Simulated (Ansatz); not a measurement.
AlBrH2O2···HCl

The calculation's input:

```
crystal:
  periodic: [false, false, false]
  atoms:
    - { symbol: Al, position_ang: [0.0, 0.0, 0.0] }
    - { symbol: Cl, position_ang: [0.0, 0.0, 2.58] }
    - { symbol: O, position_ang: [1.5415, 0.0, -0.89] }
    - { symbol: H, position_ang: [1.8414, -0.9519, -1.0449] }
    - { symbol: O, position_ang: [-1.5415, 0.0, -0.89] }
    - { symbol: H, position_ang: [-2.0512, -0.8467, -0.6815] }
    - { symbol: Br, position_ang: [0.1215, 2.5689, 0.8545] }
    - { symbol: H, position_ang: [0.069, 1.4584, 2.1423] }
basis:
  gaussian: { orbitals: def2-SVP }
hamiltonian:
  xc: lda
relax:
  f_tol: 0.15
  max_steps: 25
  restrain:
    - { distance: [0, 6], at: 2.41, k: 30.0 }
    - { distance: [7, 1], at: 1.37, k: 30.0 }
    - { distance: [0, 1], at: 3.43, k: 30.0 }
    - { distance: [7, 6], at: 2.75, k: 30.0 }
output:
  orbitals: {}
```

Command:

```sh
ansatz run input.yaml --threads 4 --pin off --max-ram 5120MiB --backend cpu --events-out ev --progress --plain --runs-dir out
```

The fields are those of the run's last geometry, not of the input's.

Not at a stationary point (largest force 1.4 eV/Å).

The calculation used RKS LDA/def2-SVP (Ansatz).

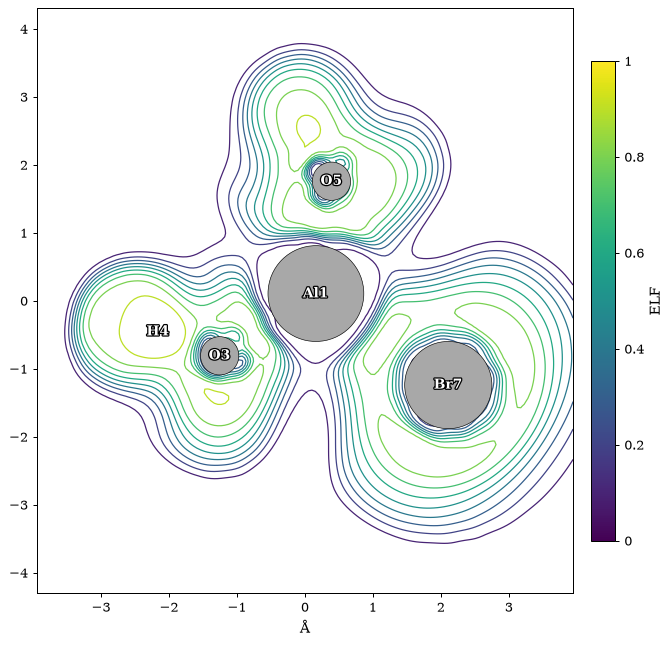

Figure 1. ELF on the plane of atoms Al1, O3 and H4. Grey discs cover the atomic cores.

Question: What does the map show?

Answer:
- The plane passes through Al, O, H and Br nuclei.
- Al–O (1.68 Å): the ELF peaks at about 0.85 in the valence shell of O, 0.6 Å from its nucleus, and is about 0.40 at the midpoint.
- Al–Br (2.37 Å): the ELF peaks at about 0.85 in the valence shell of Br, 1.1 Å from its nucleus, and is about 0.85 at the midpoint.
- O–H (0.97 Å): the ELF climbs to about 1 towards the hydrogen, as it does in any bond to H (a covalent bond by its length).
- The ELF also peaks beside Br7, O3 and O5, away from the bonds: lone-pair regions.

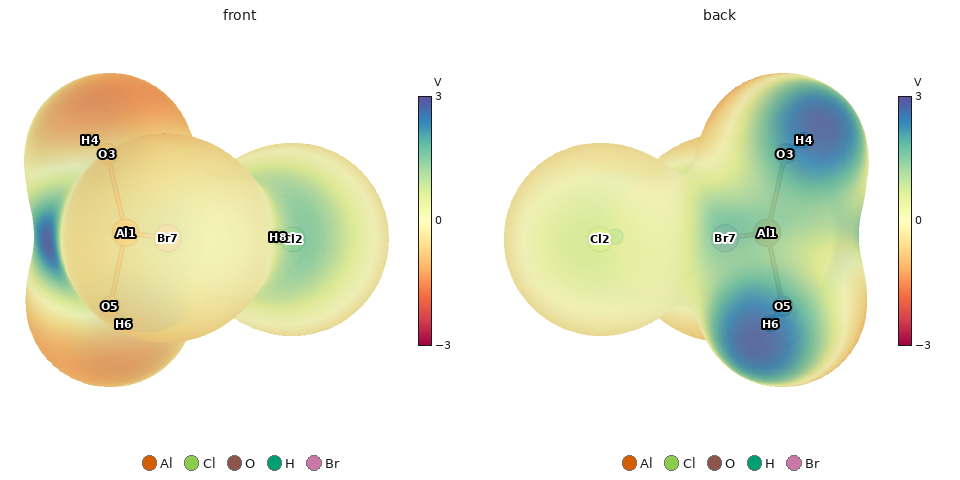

Figure 2. The molecular electrostatic potential painted on the density surface at 0.002 e/bohr³, seen from the front and from behind; red is negative and blue positive.

Question: Which sites attract a positive test charge, and which a negative one?

Answer: A positive charge is drawn to the negative regions and a negative charge to the positive ones. The most negative region (about −1.4 V) lies over O3, the most positive (about +2.7 V) over Al1, H4 and H6. Cl2 shows a σ-hole: about +0.5 V at the tip opposite its bond, against about 0.0 V on its flanks. O3 is the likeliest acceptor of a hydrogen bond.

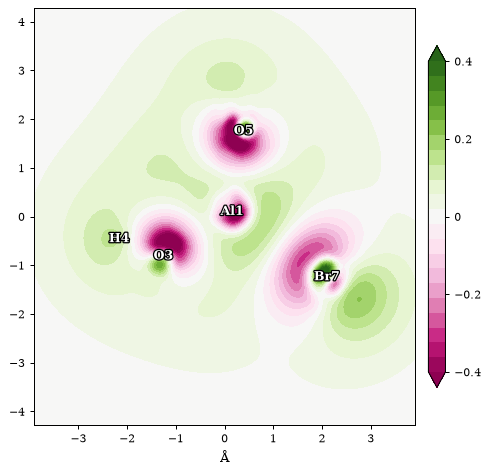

Figure 3. The LUMO on the plane of atoms O3, Al1 and Br7 (values in Å⁻³ᐟ²; the overall sign is arbitrary).

Question: What is the character of this orbital?

Answer: It lies mainly on Al1 (about 45 %), Br7 (about 15 %), O5 (about 10 %) and O3 (about 10 %). Its energy is −1.82 eV.
